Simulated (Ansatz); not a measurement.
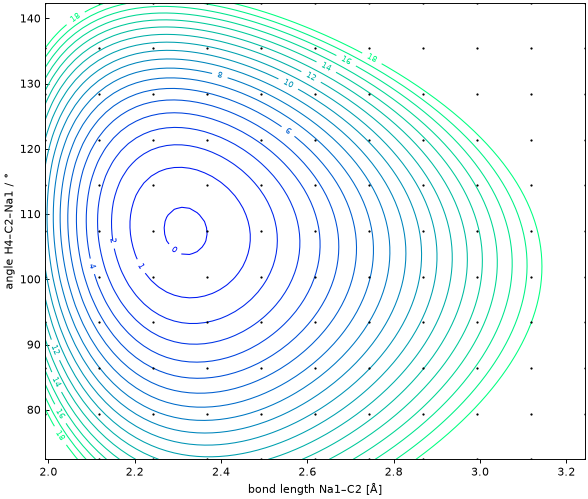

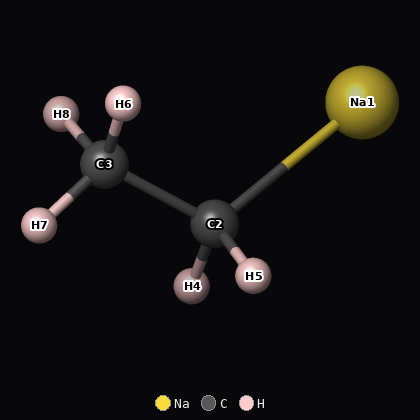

Energy landscape of C₂H₅Na, SMILES C[CH2][Na]. First axis: bond length Na1–C2. Second axis: angle H4–C2–Na1. Nothing is relaxed (all other coordinates rigid). The grid has 11 × 11 points. Points are written as (first, second). All energies are given in kcal/mol relative to the lowest grid point. The calculation used Ansatz, RKS wB97X-V/def2-TZVP.

In the figure: contour lines labelled in kcal/mol (none above 18), dots at the grid points. Between grid points the surface is interpolated. The second picture is the structure at the lowest point.

### What does the map say about the system?

The lowest grid point is at (2.368 Å, 107.4°). It is the only kind of minimum in the scanned range. The highest grid point, (3.243 Å, 142.4°), lies 41.8 kcal/mol above the lowest. Round the minimum the two coordinates are weakly coupled (coupling 0.10 in units of the two stiffnesses).

The values on the grid:

```
angle H4–C2–Na1 ↓, bond length Na1–C2 →  1.992  2.117  2.242  2.368  2.493  2.618  2.743  2.868  2.993  3.118  3.243
                                  142.4   23.8   18.4   16.6   17.2   19.3   22.3   25.9   29.8   33.8   37.8   41.8
                                  135.4   18.0   12.3   10.3   10.7   12.7   15.6   19.1   22.9   26.8   30.8   34.7
                                  128.4   13.8    7.8    5.6    5.9    7.7   10.5   13.9   17.6   21.5   25.4   29.3
                                  121.4   11.0    4.9    2.5    2.6    4.2    6.9   10.2   13.8   17.6   21.5   25.3
                                  114.4    9.6    3.3    0.7    0.6    2.2    4.7    7.9   11.4   15.1   18.9   22.7
                                  107.4    9.4    2.9    0.2    0.0    1.4    3.8    6.8   10.2   13.9   17.6   21.2
                                  100.4   10.3    3.7    0.9    0.5    1.7    4.0    6.9   10.2   13.7   17.3   20.9
                                   93.4   12.1    5.4    2.5    2.0    3.1    5.2    8.0   11.2   14.5   18.0   21.4
                                   86.4   14.9    8.1    5.0    4.4    5.3    7.3    9.9   12.9   16.1   19.5   22.8
                                   79.4   18.5   11.5    8.3    7.5    8.3   10.1   12.6   15.4   18.4   21.6   24.8
                                   72.4   23.0   15.7   12.2   11.2   11.8   13.5   15.7   18.4   21.2   24.2   27.2
```

The input of one point:

```yaml
crystal:
  periodic: [false, false, false]
  atoms:
    - { symbol: Na, position_ang: [-1.893512, 1.820705, -0.435658] }
    - { symbol: C, position_ang: [-0.135846, 0.248061, -0.647378] }
    - { symbol: C, position_ang: [0.34573, -0.439225, 0.638053] }
    - { symbol: H, position_ang: [-0.461659, -0.51394, -1.370253] }
    - { symbol: H, position_ang: [0.710244, 0.761701, -1.126597] }
    - { symbol: H, position_ang: [0.715392, 0.284484, 1.375695] }
    - { symbol: H, position_ang: [1.164486, -1.159421, 0.474405] }
    - { symbol: H, position_ang: [-0.460683, -0.996971, 1.131143] }
basis:
  gaussian: { orbitals: def2-TZVP }
hamiltonian:
  xc: { name: wB97X-V }
output:
  forces: true
```

Time for the 121 points that were run: 50 min on 1 thread of Arm Neoverse N1, on a shared host.
